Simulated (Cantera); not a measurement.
Input: 1 mol NH3, 0.58 mol SO2, a varied amount of H2, held at 1873.15 K and 0.600 bar.

These are equilibrium values from Cantera (NASA tables, ideal gas, pure condensed phases), not measurements of a reactor. Candidate condensed phases: H2O, H2SO4, S; 35 gas species. Kinetics and transport are ignored.

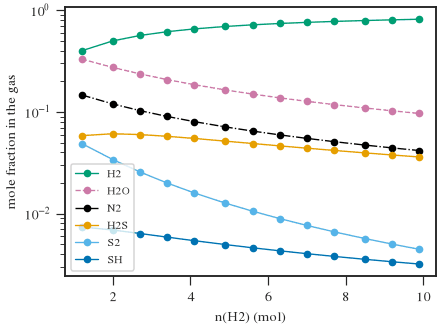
Figure. Equilibrium gas composition (values under 1e-9 drawn at 1e-9)

Task: Read off the mole fractions at 3.4 mol H2.

Result: H2 about 0.62, H2O about 0.21, N2 about 0.090, H2S about 0.058, S2 about 0.020, SH about 0.0059.
